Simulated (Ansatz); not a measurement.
# Run report: AlSiH5O3, geometry relaxation (part 2 of 2)

Continued. System: AlSiH5O3. Method: RKS PBE/STO-3G (Ansatz 0.2.0). It belongs to a series of runs on one base structure; here: start relaxed.

Geometry of the input (Å):
```
Al 0.0000  0.0000  0.0000
O  0.0000  0.0000  1.7800
Si -1.3147  -0.4067  2.7436
H  -2.2390  -1.2403  1.9804
H  -0.8506  -1.1432  3.9157
H  -1.9987  0.8095  3.1733
O  1.5415  0.0000  -0.8900
H  1.8414  -0.9519  -1.0449
O  -1.5415  0.0000  -0.8900
H  -2.0512  -0.8467  -0.6815
```

## Trajectory as extended XYZ, continued
```
10
Properties=species:S:1:pos:R:3:forces:R:3 step=9 energy=-20428.33319
Al    0.1010   -0.2415    0.0889    0.0340   0.0174  -0.0557
O     0.1104   -0.1681    1.7972    0.0120   0.0462   0.0256
Si   -1.3498   -0.3889    2.6445   -0.0263  -0.0028   0.1153
H    -2.3977   -1.1167    1.9146    0.0196   0.0191  -0.0077
H    -1.0619   -1.1478    3.8591   -0.0084   0.0274  -0.0217
H    -1.9249    0.8980    3.0410   -0.0147  -0.0109  -0.0140
O     1.6321    0.0713   -0.6443    0.0953  -0.4932  -0.2749
H     1.6143   -0.5460   -1.4888   -0.1019   0.4729   0.2801
O    -1.2861   -0.5079   -0.9048    0.0653  -0.0265  -0.0616
H    -2.0501   -0.6317   -0.2207   -0.0748  -0.0496   0.0146
10
Properties=species:S:1:pos:R:3:forces:R:3 step=10 energy=-20428.36817
Al    0.1128   -0.2505    0.1057   -0.0176  -0.0228   0.0320
O     0.1114   -0.1513    1.8156    0.0022   0.0128   0.0113
Si   -1.3529   -0.3800    2.6570   -0.0163   0.0039  -0.0193
H    -2.3940   -1.1012    1.9105    0.0204   0.0088   0.0104
H    -1.0754   -1.1476    3.8681   -0.0015   0.0370  -0.0065
H    -1.9345    0.9053    3.0470   -0.0062  -0.0057   0.0203
O     1.6735   -0.0194   -0.5973   -0.1547  -0.6902  -1.2058
H     1.5408   -0.4476   -1.5682    0.1113   0.6870   1.1865
O    -1.2566   -0.5408   -0.9112    0.0570  -0.0092  -0.0069
H    -2.0377   -0.6462   -0.2407    0.0055  -0.0216  -0.0220
10
Properties=species:S:1:pos:R:3:forces:R:3 step=11 energy=-20428.42556
Al    0.1206   -0.3007    0.1349   -0.0725  -0.0180  -0.1446
O     0.1372   -0.2447    1.8434   -0.0007   0.0060   0.0999
Si   -1.3480   -0.3856    2.6672   -0.0274  -0.0564   0.0212
H    -2.3752   -1.1552    1.9495    0.0131   0.0498   0.0241
H    -1.0951   -1.0670    3.9317   -0.0096   0.0153   0.0208
H    -1.9249    0.9272    2.9669   -0.0078  -0.0139  -0.0267
O     1.6758   -0.1340   -0.5826    0.0194  -0.0289  -0.0520
H     1.4666   -0.2630   -1.5884    0.0101   0.0366   0.0214
O    -1.2236   -0.5383   -0.9291    0.0226   0.0223   0.0079
H    -2.0460   -0.6179   -0.3068    0.0528  -0.0127   0.0281
10
Properties=species:S:1:pos:R:3:forces:R:3 step=12 energy=-20428.42884
Al    0.1216   -0.3165    0.1384    0.1090   0.0094  -0.0904
O     0.1608   -0.3619    1.8536    0.0388  -0.0345  -0.0254
Si   -1.3398   -0.4253    2.6597   -0.1157   0.0265  -0.0369
H    -2.3305   -1.2898    2.0041   -0.0065   0.0139   0.0337
H    -1.1191   -0.9429    4.0042    0.0282   0.0158   0.0098
H    -1.9530    0.9021    2.7705   -0.0074  -0.0328   0.0195
O     1.6782   -0.1853   -0.5862   -0.0296  -0.0039   0.0127
H     1.4414   -0.2055   -1.5928    0.0368   0.0122  -0.0536
O    -1.2479   -0.4267   -0.9207    0.1017   0.0174   0.2259
H    -2.0245   -0.5275   -0.2441   -0.1552  -0.0241  -0.0953
10
Properties=species:S:1:pos:R:3:forces:R:3 step=13 energy=-20428.43439
Al    0.1274   -0.3263    0.1370    0.0166   0.0162  -0.0443
O     0.1593   -0.3893    1.8527   -0.0176  -0.0371  -0.0326
Si   -1.3430   -0.4265    2.6614   -0.0423   0.0604   0.0874
H    -2.3569   -1.2772    2.0264    0.0139  -0.0262   0.0011
H    -1.1123   -0.9300    4.0131   -0.0010   0.0104  -0.0722
H    -1.9442    0.9064    2.7771    0.0253  -0.0254  -0.0165
O     1.6831   -0.1845   -0.5882   -0.0350   0.0066  -0.1015
H     1.4512   -0.1775   -1.5993    0.0310  -0.0007   0.1003
O    -1.2414   -0.4148   -0.9219   -0.0287  -0.0202   0.1784
H    -2.0362   -0.5596   -0.2714    0.0377   0.0160  -0.1001
10
Properties=species:S:1:pos:R:3:forces:R:3 step=15 energy=-20428.43881
Al    0.1338   -0.3384    0.1441    0.0138   0.0025  -0.0294
O     0.1646   -0.4945    1.8537    0.0039  -0.0024  -0.0056
Si   -1.3432   -0.4518    2.6534   -0.0061   0.0032   0.0103
H    -2.3406   -1.3730    2.0951    0.0033   0.0069   0.0036
H    -1.1130   -0.8297    4.0421   -0.0005   0.0018   0.0003
H    -1.9539    0.8811    2.6403   -0.0018  -0.0123  -0.0043
O     1.6851   -0.1993   -0.5907   -0.0105  -0.0024   0.0119
H     1.4488   -0.1403   -1.5965   -0.0067  -0.0002   0.0078
O    -1.2475   -0.3434   -0.8971    0.0103   0.0021   0.0015
H    -2.0470   -0.4901   -0.2578   -0.0058   0.0009   0.0040
10
Properties=species:S:1:pos:R:3:forces:R:3 step=16 energy=-20428.43904
Al    0.1345   -0.3423    0.1448    0.0010   0.0013  -0.0188
O     0.1658   -0.5198    1.8528    0.0030   0.0013  -0.0066
Si   -1.3415   -0.4618    2.6529   -0.0316   0.0130   0.0280
H    -2.3329   -1.4048    2.1204    0.0145  -0.0023   0.0102
H    -1.1091   -0.7956    4.0543   -0.0042   0.0087  -0.0450
H    -1.9667    0.8642    2.5976    0.0161  -0.0205   0.0068
O     1.6860   -0.2104   -0.5905   -0.0097  -0.0010  -0.0065
H     1.4470   -0.1327   -1.5948    0.0025  -0.0024   0.0171
O    -1.2481   -0.3160   -0.8950    0.0239   0.0012   0.0082
H    -2.0480   -0.4601   -0.2559   -0.0154   0.0007   0.0065
10
Properties=species:S:1:pos:R:3:forces:R:3 step=17 energy=-20428.43921
Al    0.1345   -0.3425    0.1440   -0.0096  -0.0016   0.0036
O     0.1647   -0.5258    1.8518   -0.0039   0.0070  -0.0190
Si   -1.3430   -0.4655    2.6515   -0.0028  -0.0072   0.0274
H    -2.3252   -1.4269    2.1357    0.0035   0.0149  -0.0011
H    -1.1062   -0.7797    4.0556    0.0004   0.0058  -0.0190
H    -1.9751    0.8562    2.5828   -0.0007  -0.0184  -0.0049
O     1.6870   -0.2183   -0.5897   -0.0065   0.0008  -0.0217
H     1.4480   -0.1341   -1.5935    0.0096  -0.0030   0.0195
O    -1.2482   -0.3018   -0.8955    0.0186  -0.0003   0.0138
H    -2.0492   -0.4410   -0.2562   -0.0086   0.0021   0.0014
10
Properties=species:S:1:pos:R:3:forces:R:3 step=19 energy=-20428.43964
Al    0.1348   -0.3369    0.1434    0.0113  -0.0013  -0.0092
O     0.1654   -0.5143    1.8509   -0.0168   0.0048   0.0103
Si   -1.3434   -0.4778    2.6510   -0.0042  -0.0068  -0.0271
H    -2.2953   -1.4826    2.1615    0.0139   0.0092   0.0069
H    -1.0942   -0.7443    4.0613   -0.0012  -0.0020   0.0136
H    -2.0206    0.8186    2.5454    0.0051  -0.0043   0.0016
O     1.6897   -0.2467   -0.5910   -0.0138  -0.0029   0.0112
H     1.4533   -0.1591   -1.5944    0.0011   0.0013  -0.0115
O    -1.2491   -0.2653   -0.8922   -0.0200  -0.0019   0.0237
H    -2.0533   -0.3708   -0.2492    0.0246   0.0039  -0.0196
10
Properties=species:S:1:pos:R:3:forces:R:3 step=20 energy=-20428.43975
Al    0.1351   -0.3328    0.1435    0.0146  -0.0004  -0.0201
O     0.1656   -0.5049    1.8511   -0.0173   0.0012   0.0175
Si   -1.3442   -0.4880    2.6501   -0.0158  -0.0007  -0.0211
H    -2.2684   -1.5293    2.1823    0.0259   0.0258   0.0172
H    -1.0874   -0.7150    4.0670   -0.0101   0.0011  -0.0091
H    -2.0556    0.7886    2.5143    0.0149  -0.0274   0.0068
O     1.6910   -0.2711   -0.5927   -0.0219  -0.0024   0.0184
H     1.4560   -0.1783   -1.5959   -0.0026   0.0016  -0.0135
O    -1.2496   -0.2341   -0.8893   -0.0304  -0.0029   0.0321
H    -2.0553   -0.3144   -0.2438    0.0428   0.0041  -0.0281
10
Properties=species:S:1:pos:R:3:forces:R:3 step=21 energy=-20428.43984
Al    0.1355   -0.3331    0.1434    0.0071   0.0005  -0.0132
O     0.1659   -0.5034    1.8515   -0.0127   0.0012   0.0114
Si   -1.3441   -0.4877    2.6498   -0.0064  -0.0028  -0.0078
H    -2.2671   -1.5290    2.1824    0.0132   0.0129   0.0066
H    -1.0893   -0.7157    4.0668   -0.0040   0.0025  -0.0075
H    -2.0560    0.7879    2.5150    0.0083  -0.0141   0.0028
O     1.6909   -0.2716   -0.5933   -0.0170  -0.0015   0.0083
H     1.4553   -0.1788   -1.5966   -0.0004   0.0004  -0.0056
O    -1.2494   -0.2345   -0.8890   -0.0161  -0.0018   0.0235
H    -2.0545   -0.3135   -0.2433    0.0279   0.0026  -0.0184
10
Properties=species:S:1:pos:R:3:forces:R:3 step=22 energy=-20428.43984
Al    0.1354   -0.3331    0.1434    0.0066   0.0006  -0.0134
O     0.1654   -0.5034    1.8514   -0.0102   0.0010   0.0112
Si   -1.3442   -0.4877    2.6504   -0.0067  -0.0024  -0.0088
H    -2.2672   -1.5291    2.1834    0.0124   0.0119   0.0063
H    -1.0888   -0.7156    4.0673   -0.0039   0.0025  -0.0074
H    -2.0563    0.7877    2.5158    0.0079  -0.0132   0.0029
O     1.6908   -0.2717   -0.5933   -0.0162  -0.0016   0.0095
H     1.4551   -0.1788   -1.5966   -0.0005   0.0004  -0.0056
O    -1.2486   -0.2343   -0.8900   -0.0151  -0.0015   0.0208
H    -2.0545   -0.3132   -0.2453    0.0257   0.0023  -0.0153
10
Properties=species:S:1:pos:R:3:forces:R:3 step=23 energy=-20428.43984 accepted=F
Al    0.1354   -0.3331    0.1434    0.0060   0.0003  -0.0126
O     0.1655   -0.5027    1.8515   -0.0102  -0.0001   0.0113
Si   -1.3441   -0.4876    2.6504   -0.0063  -0.0020  -0.0088
H    -2.2669   -1.5291    2.1831    0.0122   0.0116   0.0062
H    -1.0887   -0.7157    4.0672   -0.0039   0.0024  -0.0075
H    -2.0564    0.7878    2.5161    0.0077  -0.0131   0.0029
O     1.6906   -0.2733   -0.5936   -0.0118  -0.0009   0.0262
H     1.4552   -0.1777   -1.5962   -0.0043   0.0005  -0.0230
O    -1.2487   -0.2339   -0.8899   -0.0137  -0.0017   0.0189
H    -2.0545   -0.3138   -0.2454    0.0243   0.0029  -0.0137
10
Properties=species:S:1:pos:R:3:forces:R:3 step=25 energy=-20428.43994
Al    0.1363   -0.3309    0.1438   -0.0015   0.0003   0.0000
O     0.1664   -0.4970    1.8524    0.0006  -0.0001   0.0030
Si   -1.3441   -0.4928    2.6490   -0.0109  -0.0014   0.0044
H    -2.2506   -1.5526    2.1935    0.0045   0.0030  -0.0002
H    -1.0891   -0.7004    4.0690    0.0012   0.0031  -0.0073
H    -2.0750    0.7700    2.4990    0.0051  -0.0053   0.0006
O     1.6903   -0.2853   -0.5954   -0.0002   0.0003  -0.0029
H     1.4547   -0.1898   -1.5984   -0.0009  -0.0005   0.0023
O    -1.2486   -0.2174   -0.8865    0.0014  -0.0001  -0.0002
H    -2.0531   -0.2831   -0.2399    0.0007   0.0006   0.0004
10
Properties=species:S:1:pos:R:3:forces:R:3 step=26 energy=-20428.43997
Al    0.1372   -0.3280    0.1449   -0.0015   0.0013  -0.0044
O     0.1675   -0.4897    1.8539    0.0016  -0.0014   0.0015
Si   -1.3447   -0.5002    2.6474   -0.0131   0.0022   0.0070
H    -2.2288   -1.5855    2.2066    0.0091   0.0144   0.0073
H    -1.0878   -0.6783    4.0713   -0.0036  -0.0001  -0.0131
H    -2.0994    0.7465    2.4760    0.0069  -0.0164   0.0003
O     1.6904   -0.3029   -0.5976   -0.0043   0.0001   0.0015
H     1.4537   -0.2045   -1.6001   -0.0010   0.0002   0.0005
O    -1.2483   -0.1950   -0.8825   -0.0090  -0.0014   0.0088
H    -2.0525   -0.2417   -0.2332    0.0150   0.0012  -0.0093
```

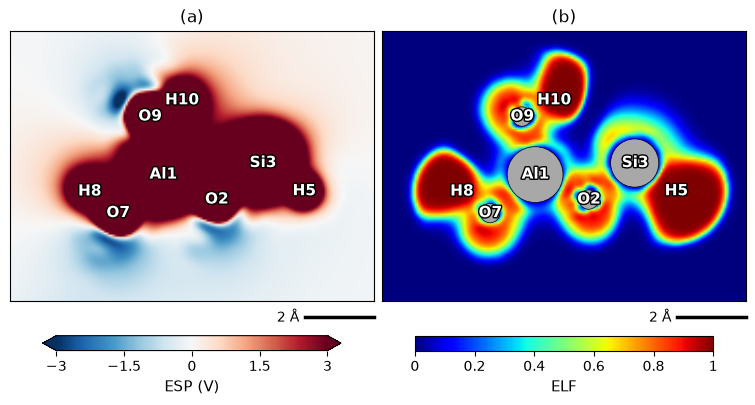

Fig. 1: (a) molecular electrostatic potential; (b) electron localisation function on the plane of atoms Al1, O9 and H10. Grey discs, where drawn, cover atomic cores. The section cuts through Al, O, Si and H sites. Si–O (1.71 Å): the ELF peaks at about 0.85 between the atoms, which marks a polar covalent bond. Al–O (1.72 Å): the ELF peaks at about 0.90 in the valence shell of O, 0.6 Å from its nucleus, and is about 0.45 at the midpoint. Si–H (1.46 Å): the ELF climbs to about 1 towards the hydrogen.

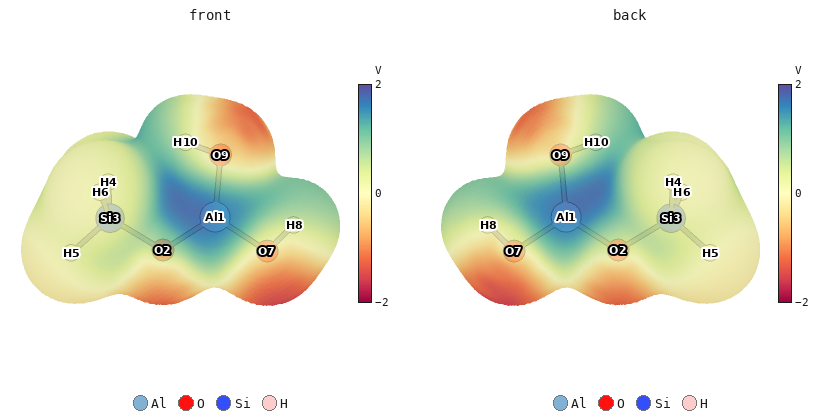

Fig. 2: The molecular electrostatic potential painted on the density surface at 0.001 e/bohr³, seen at a tilt and from behind; red is negative and blue positive.

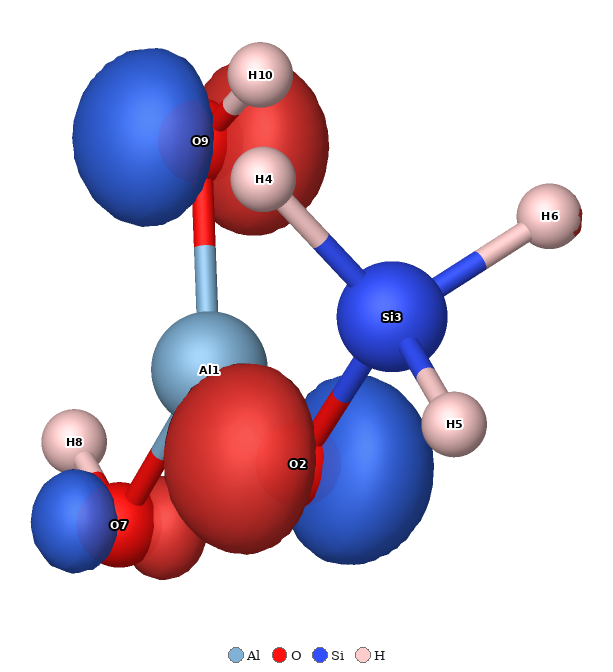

Fig. 3: One frontier orbital at ±0.2 Å⁻³ᐟ² (red and blue are the two phases), seen at an oblique angle. The HOMO−1, at −2.07 eV.
